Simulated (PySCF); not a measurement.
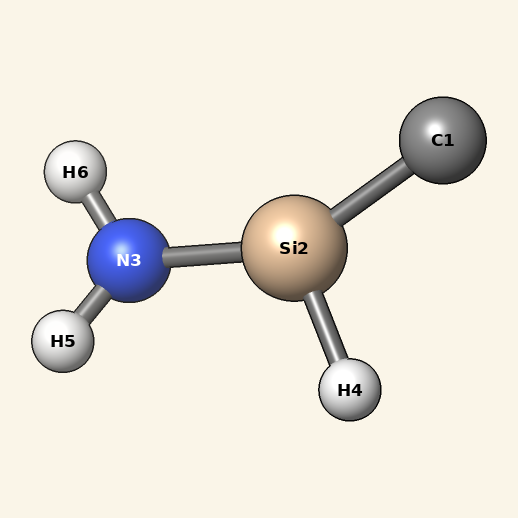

Computed geometry: PBE-D4/def2-SVP optimisation. No frequency run is at hand to confirm it as a minimum.

List the bonds and their lengths.

```
  bond  length (Å)
C1–Si2       1.787
Si2–N3       1.727
Si2–H4       1.512
 N3–H5       1.023
 N3–H6       1.022
```
